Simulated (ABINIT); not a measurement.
# Optical response of SrCl2

Wanted: where SrCl2 starts to absorb, how strongly, and its refractive index.

Main program and level: ABINIT 10.8.3; DFT, PBE, plane waves with norm-conserving potentials (PseudoDojo), scalar-relativistic, independent-particle linear optical response without local fields.

## 1. Set-up

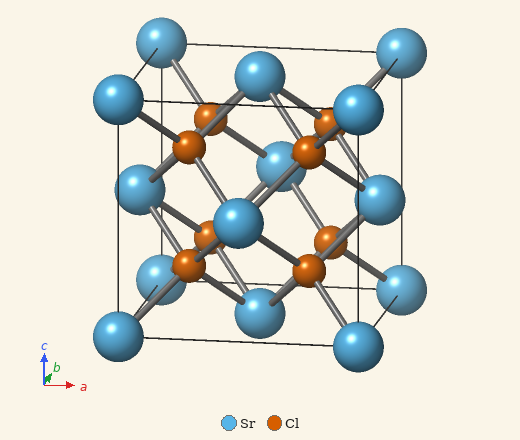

The cell as given, slightly off an axis (strontium blue, chlorine orange). This picture shows the conventional cell, with its axes. Some periodic images of atoms are drawn too.

## 2. Ground state, bands and velocity matrix elements

First the ground state: is it a metal or has it a gap?

This step: DFT, PBE, plane waves with norm-conserving potentials (PseudoDojo), scalar-relativistic, ground state, bands at fixed density and velocity matrix elements (ABINIT 10.8.3).

Contents of run.abi:

```
# ground state, bands on a dense mesh, and the derivatives d/dk of the wave functions
ndtset 3

ngkpt1 6 6 6
shiftk1 0.0 0.0 0.0
tolvrs1 1.0d-12
nband1 16
prtden1 1

iscf2 -2
getden2 1
ngkpt2 8 8 8
shiftk2 0.0 0.0 0.0
kptopt2 1
nband2 49
nbdbuf2 4
tolwfr2 1.0d-14

optdriver3 8
wfk_task3 "wfk_ddk"
prtevk3 1
getwfk3 2
getden3 1
iscf3 -2
ngkpt3 8 8 8
shiftk3 0.0 0.0 0.0
kptopt3 1
nband3 49

nshiftk 1
occopt 3
tsmear 0.001837
ecut 35.0
nstep 80
iomode 3
chksymbreak 0
chkprim 0
chksymtnons 0
acell 3*1.0 Angstrom
rprim
  0.000000000000 3.488350000000 3.488350000000
  3.488350000000 0.000000000000 3.488350000000
  3.488350000000 3.488350000000 0.000000000000
natom 3
ntypat 2
znucl 38 17
typat 1 2 2
xred
  0.000000000000 0.000000000000 0.000000000000
  0.750000000000 0.750000000000 0.750000000000
  0.250000000000 0.250000000000 0.250000000000
pseudos "Sr.upf, Cl.upf"
```

Started as:

```console
$ mpirun -n 4 abinit run.abi
```

Numbers of over 12 decimals in the logs are rounded to 6 here.

Output:

```text
DATASET    1 : space group Fm -3 m (#225); Bravais cF (face-center cubic)
 DATASET    2 : space group Fm -3 m (#225); Bravais cF (face-center cubic)
 DATASET    3 : space group Fm -3 m (#225); Bravais cF (face-center cubic)
            ngfft          50      50      50
                         0.11111    0.11111    0.05556    0.02778    0.11111    0.05556
                         0.01389    0.11111    0.11111    0.05556
                         0.04688    0.04688    0.04688    0.04688    0.04688    0.02344
                         0.01172    0.04688    0.04688    0.04688    0.02344    0.01172
                         0.04688    0.02344    0.00586    0.04688    0.09375    0.04688
                         0.04688    0.09375    0.04688    0.02344    0.01172
                         0.04688    0.04688    0.04688    0.04688    0.04688    0.02344
                         0.01172    0.04688    0.04688    0.04688    0.02344    0.01172
                         0.04688    0.02344    0.00586    0.04688    0.09375    0.04688
                         0.04688    0.09375    0.04688    0.02344    0.01172
== DATASET  1 ==================================================================
 Real(R)+Recip(G) space primitive vectors, cartesian coordinates (Bohr,Bohr^-1):
 R(1)=  0.0000000  6.5920261  6.5920261  G(1)= -0.0758492  0.0758492  0.0758492
 R(2)=  6.5920261  0.0000000  6.5920261  G(2)=  0.0758492 -0.0758492  0.0758492
 R(3)=  6.5920261  6.5920261  0.0000000  G(3)=  0.0758492  0.0758492 -0.0758492
 Unit cell volume ucvol=  5.7291047E+02 bohr^3
 Angles (23,13,12)=  6.00000000E+01  6.00000000E+01  6.00000000E+01 degrees
 getcut: wavevector=  0.0000  0.0000  0.0000  ngfft=  50  50  50
     iter   Etot(hartree)      deltaE(h)  residm     vres2
 ETOT  1  -67.274201970096    -6.727E+01 4.202E-02 1.215E+02
 ETOT  2  -67.304468958804    -3.027E-02 9.027E-03 1.636E+01
 ETOT  3  -67.306860851609    -2.392E-03 1.564E-03 6.044E-01
 ETOT  4  -67.306877165512    -1.631E-05 2.167E-03 7.420E-02
 ETOT  5  -67.306878413764    -1.248E-06 5.334E-04 6.020E-03
 ETOT  6  -67.306878588003    -1.742E-07 5.134E-04 1.164E-04
 ETOT  7  -67.306878593327    -5.324E-09 1.677E-04 1.353E-06
 ETOT  8  -67.306878593407    -7.978E-11 1.379E-04 1.359E-08
 ETOT  9  -67.306878593406     8.669E-13 2.400E-04 3.865E-10
 ETOT 10  -67.306878593402     4.277E-12 1.601E-04 1.667E-12
 ETOT 11  -67.306878593405    -3.581E-12 2.581E-04 1.261E-13
 At SCF step   11       vres2   =  1.26E-13 < tolvrs=  1.00E-12 =>converged.
 Cartesian components of stress tensor (hartree/bohr^3)
  sigma(1 1)= -3.27958325E-05  sigma(3 2)=  0.00000000E+00
  sigma(2 2)= -3.27958325E-05  sigma(3 1)=  0.00000000E+00
  sigma(3 3)= -3.27958325E-05  sigma(2 1)=  0.00000000E+00
 Mean square residual over all n,k,spin=   14.721E-07; max=  25.808E-05
 Fermi (or HOMO) energy (hartree) =   0.13746   Average Vxc (hartree)=  -0.31029
 Eigenvalues (hartree) for nkpt=  16  k points:
 kpt#   1, nband= 16, wtk=  0.00463, kpt=  0.0000  0.0000  0.0000 (reduced coord)
  -1.14546   -0.48358   -0.48358   -0.48358   -0.42747   -0.39632   -0.01650   -0.01650
  -0.01650    0.04900    0.04900    0.04900    0.25763    0.28574    0.28574    0.39113
   2.00000    2.00000    2.00000    2.00000    2.00000    2.00000    2.00000    2.00000
   2.00000    2.00000    2.00000    2.00000    0.00000    0.00000    0.00000    0.00000
kinetic             :  2.03884410219084E+01
hartree             :  1.16833449474734E+01
xc                  : -1.74260317295401E+01
Ewald energy        : -4.69938437862011E+01
psp_core            :  1.30271992188222E+00
local_psp           : -4.57370369637721E+01
non_local_psp       :  9.47552799484405E+00
internal            : -6.73068785934052E+01
'-kT*entropy'       :  1.87894233115788E-15
total_energy        : -6.73068785934052E+01
total_energy_eV     : -1.83151347041650E+03
 Cartesian components of stress tensor (hartree/bohr^3)
  sigma(1 1)= -3.27958325E-05  sigma(3 2)=  0.00000000E+00
  sigma(2 2)= -3.27958325E-05  sigma(3 1)=  0.00000000E+00
  sigma(3 3)= -3.27958325E-05  sigma(2 1)=  0.00000000E+00
-Cartesian components of stress tensor (GPa)         [Pressure=  9.6489E-01 GPa]
== DATASET  2 ==================================================================
 Real(R)+Recip(G) space primitive vectors, cartesian coordinates (Bohr,Bohr^-1):
 R(1)=  0.0000000  6.5920261  6.5920261  G(1)= -0.0758492  0.0758492  0.0758492
 R(2)=  6.5920261  0.0000000  6.5920261  G(2)=  0.0758492 -0.0758492  0.0758492
 R(3)=  6.5920261  6.5920261  0.0000000  G(3)=  0.0758492  0.0758492 -0.0758492
 Unit cell volume ucvol=  5.7291047E+02 bohr^3
 Angles (23,13,12)=  6.00000000E+01  6.00000000E+01  6.00000000E+01 degrees
 getcut: wavevector=  0.0000  0.0000  0.0000  ngfft=  50  50  50
 Mean square residual over all n,k,spin=   52.908E-16; max=  99.874E-16
 Eigenvalues (hartree) for nkpt=  29  k points:
 kpt#   1, nband= 49, wtk=  0.00195, kpt=  0.0000  0.0000  0.0000 (reduced coord)
  -1.14546   -0.48358   -0.48358   -0.48358   -0.42747   -0.39632   -0.01650   -0.01650
  -0.01650    0.04900    0.04900    0.04900    0.25763    0.28574    0.28574    0.39109
   0.39109    0.39109    0.40437    0.40437    0.40437    0.56361    0.56361    0.56436
   0.66893    0.66893    0.66893    0.72900    0.72900    0.72900    0.75156    0.75156
   0.82279    0.82279    0.82279    0.82559    0.82559    0.82559    0.89118    0.91857
   0.91857    0.91857    0.98052    0.98052    0.99988    1.14417    1.14417    1.14417
== DATASET  3 ==================================================================
            ngfft          50      50      50
                         0.11111    0.11111    0.05556    0.02778    0.11111    0.05556
                         0.01389    0.11111    0.11111    0.05556
                         0.04688    0.04688    0.04688    0.04688    0.04688    0.02344
                         0.01172    0.04688    0.04688    0.04688    0.02344    0.01172
                         0.04688    0.02344    0.00586    0.04688    0.09375    0.04688
                         0.04688    0.09375    0.04688    0.02344    0.01172
                         0.04688    0.04688    0.04688    0.04688    0.04688    0.02344
                         0.01172    0.04688    0.04688    0.04688    0.02344    0.01172
                         0.04688    0.02344    0.00586    0.04688    0.09375    0.04688
                         0.04688    0.09375    0.04688    0.02344    0.01172
[shortened to cell, iterations, levels, energies and stress; the echo of variables, forces, comments, warnings and credits are left out]
```

Wall time 90 s (4 MPI ranks of Intel Xeon Platinum 8488C (Sapphire Rapids), shared host); peak memory 0.14 GiB; 6 min of CPU time.

Read-outs, printed or worked out from the files:

| Item | Value |
| --- | --- |
| total energy | -67.31 Ha |
| gap on the k-mesh | 5.343 eV |
| direct gap on the mesh | 5.512 eV |

There is a gap, 5.34 eV on this mesh (points off the mesh can give less), so no carriers' term is needed.

## 3. Optical response

The spectrum is a sum over vertical transitions between filled and empty bands at the fixed density, so many empty bands are needed.

This step: DFT, PBE, plane waves with norm-conserving potentials (PseudoDojo), scalar-relativistic, independent-particle linear optical response without local fields (ABINIT 10.8.3).

Contents of optic.abi:

```
&FILES
 ddkfile_1 = 'runo_DS3_1_EVK.nc',
 ddkfile_2 = 'runo_DS3_2_EVK.nc',
 ddkfile_3 = 'runo_DS3_3_EVK.nc',
 wfkfile = 'runo_DS2_WFK.nc'
/
&PARAMETERS
 broadening = 0.001837,
 domega = 0.0020212,
 maxomega = 0.80849,
 scissor = 0.0,
 tolerance = 0.002,
 nband_sum = 45
/
&COMPUTATIONS
 num_lin_comp = 1,
 lin_comp = 11,
 num_nonlin_comp = 0,
 num_linel_comp = 0,
 num_nonlin2_comp = 0
/
```

Started as:

```console
$ optic optic.abi
```

Output:

```text

 OPTIC has originally been developed by
 S. Sharma, J. K. Dewhurst and C. Ambrosch-Draxl, Phys. Rev. B 67, 165332 (2003), and
 S. Sharma and C. Ambrosch-Draxl, Physica Scripta T 109 (2004).

 rprimd(bohr)      =   0.00000   6.59203   6.59203
                       6.59203   0.00000   6.59203
                       6.59203   6.59203   0.00000
 natom             =       3
 nkpt,mband        =      29      49
 ecut              =  35.00000 Ha
 newocc: new Fermi energy is       0.171555 , with nelect=     24.000000, Number of bisection calls: 4
 Fermi level: 4.6682  (eV)

 fermie            =   0.17155 Ha   4.66824 eV
 Scissor shift     =   0.00000 Ha
 Tolerance on closeness to singularities     =   0.00200 Ha
 Smearing factor      =   0.00184 Ha
 Will use the antiresonant approximation (meaning that the antiresonant terms are neglected)
 Will not perform the bands decomposition
 linear coeffs to be calculated :
 11
 non-linear coeffs to be calculated :

 electronic part of electro-optic coeffs to be calculated :

 non-linear coeffs (V2) to be calculated :

 linear optic matrix elements will be printed :0
 optic : Call pmat2cart
 No scissor shift to be applied. Returning to main optic routine.
 optic : Call linopt
  linopt            1           1
 calculated the component:           1           1   of dielectric function
  with broadening:         (0.000000,1.83700000000000009E-003)
 and scissors shift:   0.000000
 energy window:   60.417930      eV   2.220318      Ha
 optic : Call nlinopt
 optic : Call linelop
 optic : Call nonlinopt

================================================================================

 Calculation completed.
-
program: optic
version: 10.8.3
start_datetime:
end_datetime:
overall_cpu_time:           0.2
overall_wall_time:           0.2
mpi_procs: 1
omp_threads: 1
...
```

It took 0.91 s on 1 thread; peak memory 0.05 GiB.

Read-outs, printed or worked out from the files:

* electronic dielectric constant ε∞, mean over x, y and z (by symmetry where fewer were run): 3.215
* centre of weight of the strongest loss peak in the window: 17.19 eV

The Im ε, E ∥ x has structure finer than the step of the table below, so its rows give means over 1 eV, whole bins alone (the curve runs from 0.0550 to 21.9 eV). Peaks (eV: height): 6.7: 3.00, 7.6: 10.1, 9.5: 4.76, 11.7: 3.41, 12.9: 3.40, 13.9: 2.57, 21.3: 2.41.

Sum at mesh points, not converged in k; values under the direct gap are tails of Lorentzian lines. The Im ε, E ∥ x by photon energy; means over each step:

```csv
photon energy (eV),"Im ε, E ∥ x"
1,0.00268
2,0.00591
3,0.0106
4,0.0191
5,0.0437
6,0.645
7,3.57
8,6.58
9,3.56
10,3.13
11,1.94
12,2.52
13,2.22
14,1.77
15,1.72
16,1.13
17,0.652
18,0.541
19,0.445
20,0.438
21,1.29
```

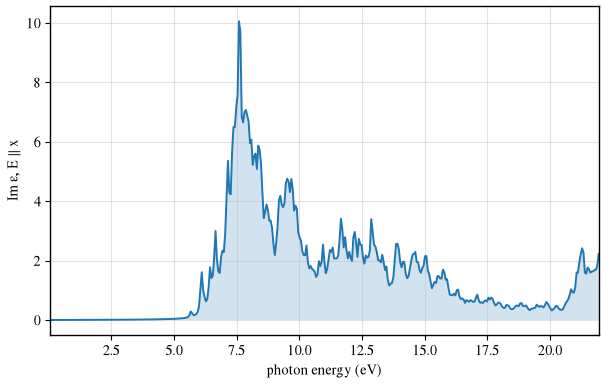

Im ε, E ∥ x against photon energy.

The reflectivity at normal incidence, E ∥ x has structure finer than the step of the table below, so its rows give means over 1 eV, whole bins alone (the curve runs from 0.0550 to 21.9 eV). Peaks (eV: height): 7.6: 38.2, 8.5: 33.0, 9.9: 32.7, 12.9: 25.0, 15.2: 28.7, 15.9: 32.8, 16.4: 25.3.

Sum at mesh points, not converged in k. The reflectivity at normal incidence, E ∥ x by photon energy; means over each step:

```
photon energy (eV)  reflectivity at normal incidence, E ∥ x (%)
                 1                                         8.18
                 2                                         8.52
                 3                                         9.16
                 4                                         10.3
                 5                                         12.3
                 6                                         16.9
                 7                                         24.2
                 8                                         31.0
                 9                                         21.3
                10                                         25.9
                11                                         12.0
                12                                         16.6
                13                                         19.3
                14                                         15.2
                15                                         20.8
                16                                         22.8
                17                                         12.3
                18                                         7.23
                19                                         2.27
                20                                         1.26
                21                                         7.05
```

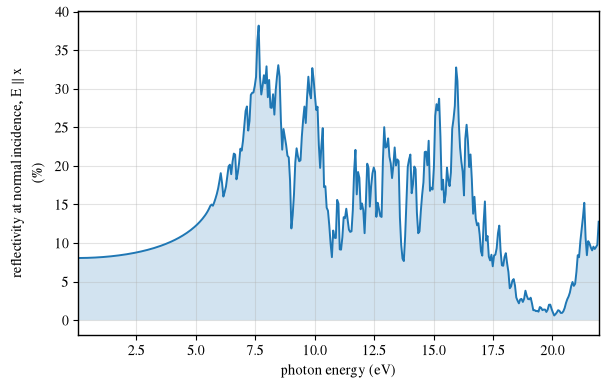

Reflectivity at normal incidence, E ∥ x, plotted against photon energy.

The loss function −Im 1/ε at q → 0, E ∥ x has structure finer than the step of the table below, so its rows give means over 1 eV, whole bins alone (the curve runs from 0.0550 to 21.9 eV). Peaks (eV: height): 13.6: 0.835, 15.3: 0.881, 16.2: 1.20, 16.6: 1.73, 17.2: 1.50, 17.8: 1.55, 18.0: 1.41.

Sum at mesh points, not converged in k; values under the direct gap are tails of Lorentzian lines. The loss function −Im 1/ε at q → 0, E ∥ x by energy loss; means over each step:

```csv
energy loss (eV),"loss function −Im 1/ε at q → 0, E ∥ x"
1,2.5e-4
2,5.3e-4
3,8.7e-4
4,0.00133
5,0.00225
6,0.0179
7,0.0510
8,0.144
9,0.253
10,0.352
11,0.416
12,0.357
13,0.445
14,0.540
15,0.593
16,0.901
17,1.37
18,1.19
19,0.629
20,0.347
21,0.259
```

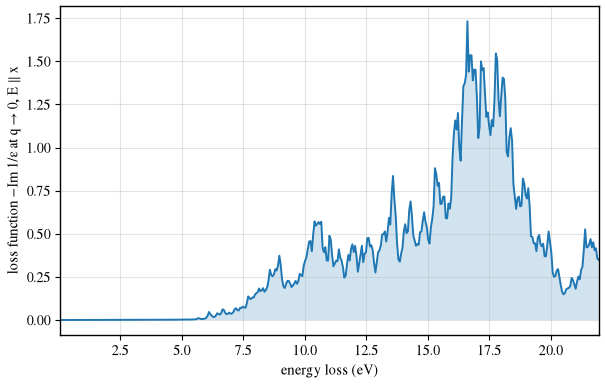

Loss function −Im 1/ε at q → 0, E ∥ x against energy loss.

At chosen wavelengths:

| wavelength (nm) | n | k | R (%) | 1/α |
| --- | --- | --- | --- | --- |
| 1064 | 1.80 | 0.001 | 8.2 | 97 µm |
| 800 | 1.81 | 0.001 | 8.3 | 53 µm |
| 633 | 1.82 | 0.002 | 8.5 | 32 µm |
| 532 | 1.84 | 0.002 | 8.7 | 22 µm |
| 450 | 1.85 | 0.002 | 9.0 | 15 µm |
| 248 | 2.08 | 0.010 | 12.2 | 2.1 µm |
| 193 | 2.58 | 0.319 | 20.1 | 48 nm |

Below the direct gap, k and the depth come from the tails of the Lorentzian lines, not from transitions.

Rows near the edge hang on the gap, which this functional as a rule makes too small, and phonon-assisted absorption is left out.

## 4. Results

| Quantity | Value |
| --- | --- |
| electronic dielectric constant ε∞, mean over x, y and z (by symmetry where fewer were run) (independent particles) | 3.21 |
| centre of weight of the strongest loss peak in the window, first axis | 17.2 eV |

In words: At this level (PBE, independent particles) SrCl2 has ε∞ = 3.21 and n = 1.80 at 1550 nm. On the mesh the gap is 5.34 eV and the least direct gap 5.51 eV, so on this mesh the band edges lie at different points. Excitons and phonon-assisted transitions are missing, and so are local fields; PBE gaps are as a rule too small, which pulls the onset down and ε∞ up. The sum runs over mesh points 0.19 Å⁻¹ apart with no interpolation, so peaks are partly noise of the mesh and static values carry its error. Besides steps told in other documents, this task had 1 run with a known fault of program or setting; those not told in a step above aren't shown.

[Logs are printed without paths, hosts, clocks, repeated set-up lines and the standing remarks that a program may print on its own settings, such as how far it seeks lower states.]

[Hosts, paths, dates, database ids (printed as entryN), source tags and the programs' standing remarks are cut or masked in the printed files.]
